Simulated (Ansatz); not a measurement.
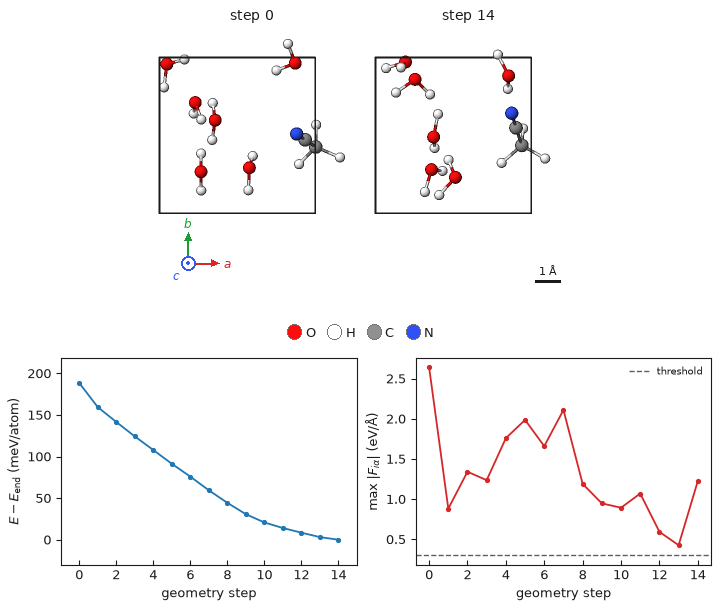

First and last geometry of a relaxation of an amorphous cell of composition H₁₅C₂NO₆, with the history of the run. The picture is a ball-and-stick view of the cell of the calculation, seen along the c axis.

The cell holds 6 H2O + 1 CH3CN. The run prepares the start of a later molecular dynamics calculation, from a guessed geometry.

Computed with Ansatz 0.2.0, DFT LDA, scalar-relativistic, plane waves, PAW. (plane-wave cutoff 420 eV; k-point mesh 1 × 1 × 1; occupations fermi dirac; smearing width 0.02 eV; no spin polarisation; atoms relaxed in a fixed cell; force threshold 0.3 eV/Å; at most 15 steps)

What do the curves and the structures tell?

The relaxation stopped without meeting its thresholds, so the last structure isn't shown to be converged. It used up its limit of 15 steps. The atom that moves furthest is an H atom (1.43 Å roughly along [−1 1 0]). Largest moves by element: H 1.43 Å, O 1.12 Å, N 0.88 Å, C 0.64 Å. The lattice vectors keep their values. Near-neighbour distances that change, for instance: H–O 0.969 → 1.016 Å, C–C 1.461 → 1.417 Å, C–H 1.092 → 1.113 Å, C–N 1.178 → 1.158 Å. Bond angles that change, for instance: H–O–H 104.0° → 108.6°, H–O–H 104.0° → 108.3°. Over 14 geometry steps the energy falls by 189 meV per atom. Largest force component: 2.6 eV/Å at the start, 1.2 eV/Å at the end. Cost: 21 s on 1 thread of Arm Neoverse V2, on a shared host, peak memory 0.32 GiB.

Limits of the set-up: the periodic images lie only 6.4 Å apart, so the values are limited by the cell's size.
